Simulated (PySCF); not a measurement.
# F2Ni (NiF2): the cost of one run

Programs: PySCF 2.14.0, with routines of our own; each step states its level. All values are computed. Atoms count from 0.

## (1) The starting structure

3 atoms, charge 0, states of the metal's open shell are computed; geometry from: model start, shaken.

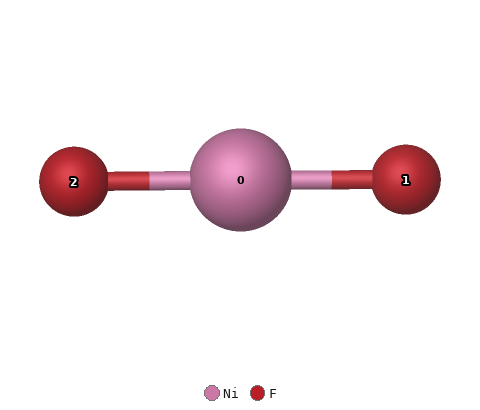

The starting geometry (nickel pink, fluorine red); sticks join atoms by distance alone.

## (2) Geometry optimisation at PBE0-D3(BJ)/def2-TZVP

The job: settings as JSON, then the geometry in Å.

```
{"job": {"xc": "PBE0", "basis": "def2-TZVP", "d3": "d3bj", "grid": 1, "maxiter": 45, "kind": "geom"}, "charge": 0, "metal": "Ni", "open_shell": "d8"}
Ni     0.000020     0.004480    -0.004110
F     -0.013360    -0.006820     1.735130
F      0.000900     0.020100    -1.757380
```

Command:

```bash
> OMP_NUM_THREADS=1 python lf_run.py task.json out
```

One launch serves the whole session: the jobs run in the order shown.

**Question.** How long does this first job take on 1 thread of Arm Neoverse V1, shared host, and how much memory does it need?

About 18 s, with a peak of 0.33 GiB.
